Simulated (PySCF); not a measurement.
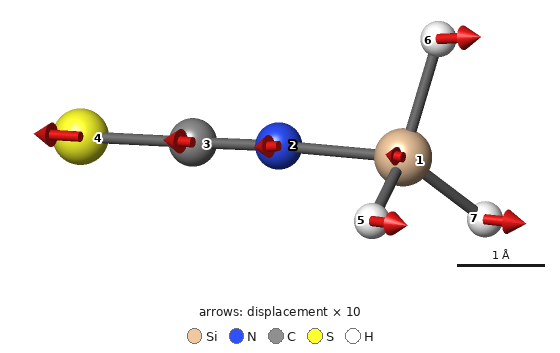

This is a relaxation of CH3NSSi. The starting structure is drawn; red arrows show the displacements, 10 times their true length. The two geometries are superimposed by the best rigid fit.

A ball-and-stick model, seen at a tilt.

The start comes from GFN2-xTB.

These are results of PBE0-D3(BJ)/def2-SVP geometry optimisation, gas phase (PySCF), not measurements. 

What did the optimiser do to the structure, and how much energy did it gain?

Answer. Over 3 geometry steps the energy falls by 0.072 eV. Largest force component: 1.2 eV/Å at the start, 0.018 eV/Å at the end. The largest move after the best rigid fit is that of S4, 0.064 Å. By element the largest moves are S 0.064 Å, H 0.059 Å, C 0.042 Å, N 0.036 Å, Si 0.025 Å. Near-neighbour distances that change, for instance: Si1–H5 1.459 → 1.489 Å, C3–S4 1.552 → 1.574 Å, Si1–N2 1.717 → 1.728 Å, N2–C3 1.188 → 1.194 Å. Among the angles between lasting bonds that change: N2–Si1–H6 105.4° → 108.6°, N2–Si1–H5 105.9° → 108.7°, H5–Si1–H6 113.0° → 110.2°. The run took roughly 7 core-seconds on a shared host.
